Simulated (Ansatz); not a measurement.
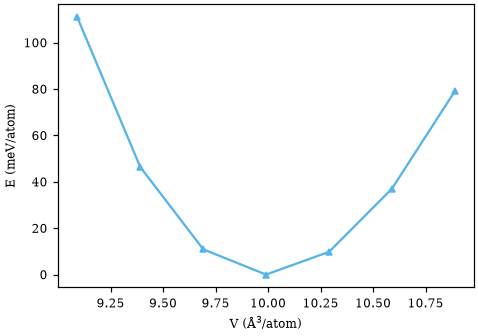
*BIr (CsCl type, Pm-3m) under volume change, PBEsol in the plane-wave PAW code Ansatz, scaled uniformly.*

Task: What does a third-order Birch–Murnaghan fit give for V₀, B₀ and B′?

Result: V₀ = 9.99 Å³/atom, B₀ = 368 GPa, B′ = 4.6.

The cell is a constructed one: a structure type filled with these elements; neither database checked (COD, Materials Project) lists it. Whether it is the stable phase at ambient conditions was not checked. The PBEsol relaxation kept the symmetry of its start. At this level the phase is dynamically unstable (imaginary phonons). The run is not spin-polarised. Scalar-relativistic: spin–orbit coupling is off unless named, which matters more the heavier the elements.

Potentials: the earlier of the program's two PAW sets. The files were generated under PBE; for other functionals the program regenerates the frozen cores, and for LDA and PBEsol the local potential too.
